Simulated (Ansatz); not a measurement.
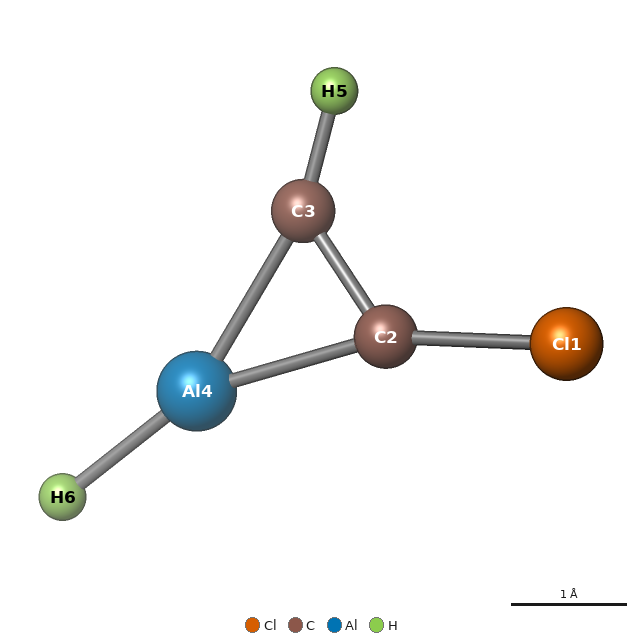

The picture comes from a calculation with Ansatz.

Orthographic view. Atoms fade into the background with distance from the viewer. State: charge +1, doublet. Geometry: the geometry of the neutral molecule.

Give the geometry as a Z-matrix, atoms in numerical order, with these reference atoms: 2 to 1; 3 to 2, 1; 4 to 2, 3, 1; 5 to 3, 2, 1; 6 to 4, 2, 3.

```
Cl 
C    1   1.720
C    2   1.359   1   128.2
Al   2   1.856   3    68.9   1   180.0
H    3   1.087   2   128.8   1     0.0
H    4   1.569   2   158.7   3   180.0
```
